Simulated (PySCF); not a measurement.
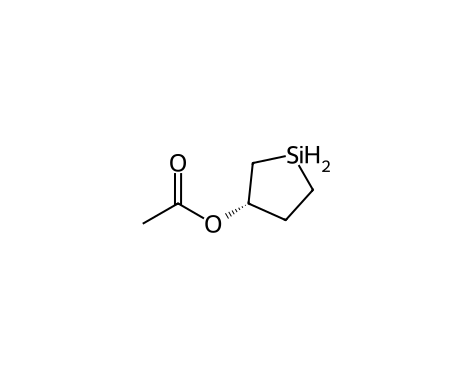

The drawing above gives the connectivity. Computed geometry: PBE0-D3(BJ)/def2-SVP optimisation. No frequency run is at hand to confirm it as a minimum.

What does the molecule look like in three dimensions?

The molecule is C₆H₁₂O₂Si. Its SMILES string is `CC(=O)O[C@H]1CC[SiH2]C1`. Independent rings (smallest set): 1 of 5 members. Among its groups: ester, Si–H bond. This geometry has C1 symmetry. Coordination, clear cases only: 5 C tetrahedral; 1 C trigonal planar; 1 O bent.

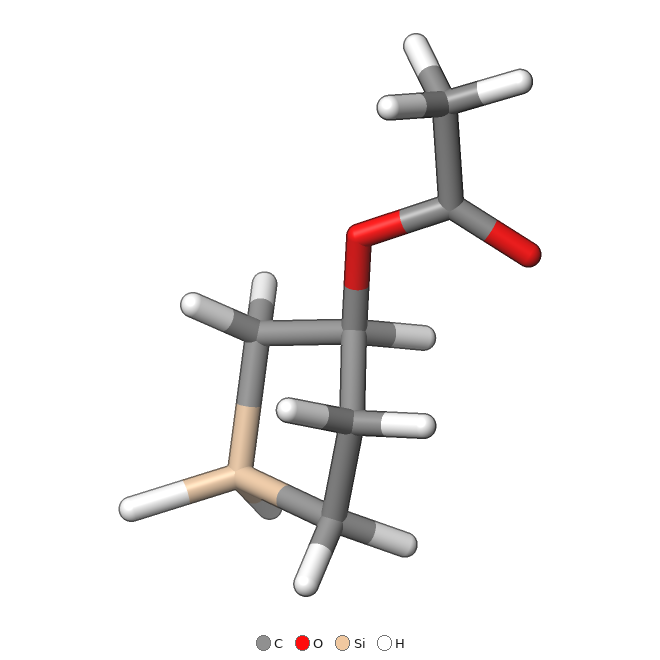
